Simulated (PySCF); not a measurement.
# C3H9NOSi2 (SMILES COC[SiH2][SiH2]C#N): what the fields show

Input file:

```
{"job": {"kind": "uv", "xc": "CAM-B3LYP", "basis": "def2-SVPD", "nstates": 8, "ntriplets": 3}, "charge": 0, "multiplicity": 1}
C     -1.664969     1.377185    -0.088527
O     -0.803415     0.295593    -0.327151
C     -0.997666    -0.810661     0.541709
Si     0.555248    -1.860382     0.176291
Si     2.015899    -0.119673    -0.281063
C      1.676918     1.229569     0.967291
N      1.405412     2.025883     1.745749
H     -1.514071     1.780397     0.919904
H     -1.421934     2.142262    -0.823298
H     -2.713282     1.076786    -0.201850
H     -1.957062    -1.296408     0.329400
H     -1.028055    -0.469110     1.584284
H      0.282547    -2.741309    -0.965958
H      0.825075    -2.738200     1.322940
H      1.890904     0.541081    -1.582231
H      3.440852    -0.424069    -0.061417
```

Run with:

```sh
OMP_NUM_THREADS=1 python probes_run.py task.json out
```

Geometry: GFN2-xTB.

Level of theory: CAM-B3LYP/def2-SVPD, SCF density, gas phase (PySCF 2.14.0).

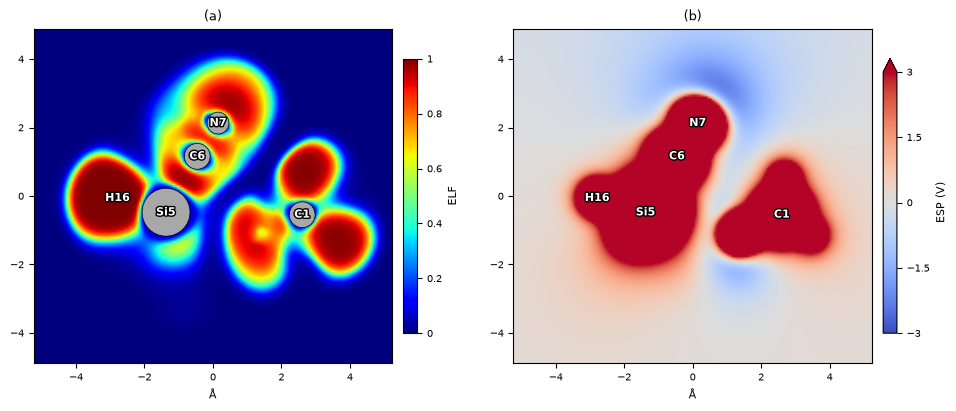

Figure 1. (a) electron localisation function; (b) electrostatic potential on the plane of atoms C6, Si5 and H16. Grey discs cover the atomic cores in the ELF map.

What do the fields say about this system?

Answer.
- The plane passes through C, Si, N and H nuclei.
- C–N (1.15 Å): the ELF peaks at about 0.85 between the atoms; a short, multiple covalent bond.
- C–Si (1.87 Å): the ELF peaks at about 1 between the atoms (a shared electron pair).
- Si–H (1.47 Å): the ELF climbs to about 1 towards the hydrogen, as it does in any bond to H.
- The ELF also peaks beside O2 and N7, away from the bonds: lone-pair regions.
- Outside the dense part of the molecule the potential is most negative (−2.2 V) near N7.

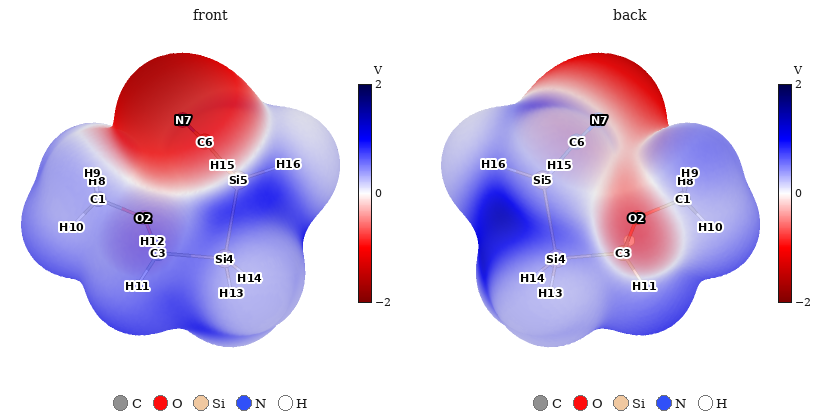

Figure 2. The electrostatic potential painted on the density surface at 0.001 e/bohr³, seen from the front and from behind; red is negative and blue positive.

Where is the surface potential most negative and most positive?

Answer. The most negative region (about −1.6 V) lies over N7, the most positive (about +1.2 V) over Si5. N7 is the likeliest acceptor of a hydrogen bond.
